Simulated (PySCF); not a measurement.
# AlClH2 (SMILES [H][Al]([H])[Cl]): RPA/STO-3G

Aim: the vertical singlet–triplet gap of AlClH2 at RPA/STO-3G, from 2 runs. The job is set up through a Python script.

The calculation is run with PySCF 2.14.0.

### Step 1. The system as given

AlClH2 has 4 atoms, charge 0, and is taken as a singlet. As SMILES, `[H][Al]([H])[Cl]`. Geometry: a GFN2-xTB relaxation, a rough one for these elements and not checked as a minimum.

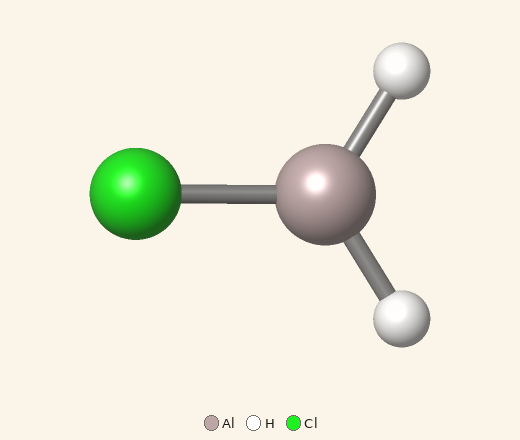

The structure, seen from a chosen angle (aluminium light grey, hydrogen white, chlorine green).

### Step 2. A single-point energy at RPA/STO-3G

input.py reads:

```python
from pyscf import gto, scf
from pyscf.gw.rpa import RPA

mol = gto.M(
    atom=[
    ('Al', (0.049780, 0.082930, -0.002200)),
    ('H', (1.587020, 0.109500, 0.013310)),
    ('H', (-0.651090, 1.451440, -0.019500)),
    ('Cl', (-0.985710, -1.643880, 0.008400)),
],
    charge=0,
    basis='sto-3g',
    verbose=4,
    max_memory=1860,
)

mf = scf.RHF(mol)
mf.conv_tol = 1e-10
mf.kernel()
if not mf.converged:
    mf = mf.newton().run(mf.mo_coeff, mf.mo_occ)

rpa = RPA(mf, frozen=10)
rpa.kernel()
e_exx = mf.e_tot
e_final = e_exx + rpa.e_corr
print('E(%s) = %.9f' % ('RPA', e_final))
```

Command:

```
OMP_NUM_THREADS=1 python input.py
```

What it wrote:

```text
PySCF version 2.14.0

[INPUT] num. atoms = 4
[INPUT] num. electrons = 32
[INPUT] charge = 0
[INPUT] spin (= nelec alpha-beta = 2S) = 0
[INPUT] symmetry False subgroup None
[INPUT] Mole.unit = angstrom
[INPUT] Symbol           X                Y                Z      unit          X                Y                Z       unit  Magmom
[INPUT]  1 Al     0.049780000000   0.082930000000  -0.002200000000 AA    0.094070566481   0.156714987510  -0.004157397474 Bohr   0.0
[INPUT]  2 H      1.587020000000   0.109500000000   0.013310000000 AA    2.999033154207   0.206925010640   0.025152254718 Bohr   0.0
[INPUT]  3 H     -0.651090000000   1.451440000000  -0.019500000000 AA   -1.230381782443   2.742824086239  -0.036849659429 Bohr   0.0
[INPUT]  4 Cl    -0.985710000000  -1.643880000000   0.008400000000 AA   -1.862721938245  -3.106482981650   0.015873699446 Bohr   0.0

nuclear repulsion = 73.0114493092243
number of shells = 12
number of NR pGTOs = 60
number of NR cGTOs = 20
basis = sto-3g
ecp = {}

******** <class 'pyscf.scf.hf.RHF'> ********
method = RHF
initial guess = minao
damping factor = 0
level_shift factor = 0
DIIS = <class 'pyscf.scf.diis.CDIIS'>
diis_start_cycle = 1
diis_space = 8
diis_damp = 0
SCF conv_tol = 1e-10
SCF conv_tol_grad = None
SCF max_cycles = 50
direct_scf = True
direct_scf_tol = 1e-13
Set gradient conv threshold to 1e-05
Initial guess from minao.
init E= -694.202093633639
  HOMO = -0.327307239182949  LUMO = 0.201673355165907  gap/eV = 14.39430
cycle= 1 E= -694.806293947328  delta_E= -0.604  |g|= 0.209  |ddm|= 1.95
  HOMO = -0.332155994259132  LUMO = 0.261120459440935  gap/eV = 16.14387
cycle= 2 E= -694.829790034971  delta_E= -0.0235  |g|= 0.037  |ddm|= 0.475
  HOMO = -0.344351177043984  LUMO = 0.29293864927371  gap/eV = 17.34154
cycle= 3 E= -694.830552120647  delta_E= -0.000762  |g|= 0.00865  |ddm|= 0.0763
  HOMO = -0.345283786750173  LUMO = 0.292117823148629  gap/eV = 17.34458
cycle= 4 E= -694.830606621801  delta_E= -5.45e-05  |g|= 0.00092  |ddm|= 0.025
  HOMO = -0.345247572222986  LUMO = 0.291880958812731  gap/eV = 17.33715
cycle= 5 E= -694.830607351799  delta_E= -7.3e-07  |g|= 0.000172  |ddm|= 0.00289
  HOMO = -0.345246850681137  LUMO = 0.291894235845262  gap/eV = 17.33749
cycle= 6 E= -694.830607383643  delta_E= -3.18e-08  |g|= 1.53e-05  |ddm|= 0.000664
  HOMO = -0.345246677328023  LUMO = 0.291897084744668  gap/eV = 17.33756
cycle= 7 E= -694.830607383861  delta_E= -2.18e-10  |g|= 1.14e-06  |ddm|= 5.66e-05
  HOMO = -0.345246795882008  LUMO = 0.29189691285027  gap/eV = 17.33756
cycle= 8 E= -694.830607383862  delta_E= -1.02e-12  |g|= 8.09e-08  |ddm|= 2.67e-06
  HOMO = -0.345246790895686  LUMO = 0.291896932636087  gap/eV = 17.33756
Extra cycle  E= -694.830607383862  delta_E=    0  |g|= 1.63e-08  |ddm|= 1.62e-07
converged SCF energy = -694.830607383862

******** <class 'pyscf.gw.rpa.RPA'> ********
method = RPA
nocc = 6  nmo = 10
frozen orbitals = 10
mem_avail = 1735.58  mem_blk = 0.00  auxlen = 152

******** <class 'pyscf.df.df.DF'> ********
auxbasis = auxmol.basis = {'Cl': 'def2-svp-ri', 'H': 'def2-svp-ri', 'Al': 'def2-svp-ri'}
Lowest orbital energy difference:  6.3714e-01
E(RPA) = -694.450531178457  E_corr = -0.0485252318874859  E_hf = -694.402005946569
E(RPA) = -694.879132616
```

Run time: 1.1 s. Hardware: 1 thread of Arm Neoverse N1, shared host; peak memory 0.12 GiB.

### Step 3. The triplet

input.py reads:

```python
from pyscf import gto, scf
from pyscf.gw.urpa import URPA

system = gto.M(
    atom=[
    ('Al', (0.049780, 0.082930, -0.002200)),
    ('H', (1.587020, 0.109500, 0.013310)),
    ('H', (-0.651090, 1.451440, -0.019500)),
    ('Cl', (-0.985710, -1.643880, 0.008400)),
],
    max_memory=1860,
    verbose=3,
    charge=0,
    spin=2,
    basis='sto-3g',
)

calc0 = scf.UHF(system)
calc0.conv_tol = 1e-10
calc0.kernel()
if not calc0.converged:
    calc0 = calc0.newton().run(calc0.mo_coeff, calc0.mo_occ)

rpa = URPA(calc0, frozen=10)
rpa.kernel()
e_exx = calc0.e_tot
energy = e_exx + rpa.e_corr
print('E = %.10f Eh' % energy)
```

Command:

```
OMP_NUM_THREADS=1 python input.py
```

What it wrote:

```text
WARN: HOMO 0.201673355165907 >= LUMO -0.327307239182949

WARN: HOMO -0.0485030908244493 >= LUMO -0.0589785409586746

converged SCF energy = -694.518164359025  <S^2> = 2.0362683  2S+1 = 3.0240822
E(URPA) = -694.138289965592  E_corr = -0.0517552200050579  E_hf = -694.086534745587
E = -694.5699195790 Eh
```

It took 1.1 s on 1 thread of Arm Neoverse N1, shared host; peak memory 0.12 GiB.

### Step 4. What came out

At RPA/STO-3G, 10 core orbitals frozen:

```
                                                           quantity          value
                                              singlet: total energy  -694.87913 Eh
                      singlet: dipole moment (Hartree–Fock density)         2.31 D
                       singlet: HOMO energy (Hartree–Fock orbitals)       -9.39 eV
                       singlet: LUMO energy (Hartree–Fock orbitals)        7.94 eV
                     singlet: HOMO–LUMO gap (Hartree–Fock orbitals)       17.34 eV
                          singlet: RPA correlation energy (valence)      -48.5 mEh
                                              triplet: total energy  -694.56992 Eh
                      triplet: dipole moment (Hartree–Fock density)         4.21 D
triplet: HOMO energy (Hartree–Fock orbitals) (highest over α and β)       -1.21 eV
 triplet: LUMO energy (Hartree–Fock orbitals) (lowest over α and β)       -0.52 eV
                          triplet: RPA correlation energy (valence)      -51.8 mEh
                                                      triplet: ⟨S²⟩          2.036
                   vertical energy of the triplet above the singlet       8.414 eV
```

What this shows: At this shape the triplet lies 8.41 eV (194 kcal/mol) above the singlet. Mulliken charges (triplet) of the mean-field density run from -0.49 on Cl4 to +0.54 on Al1; they depend strongly on the basis.
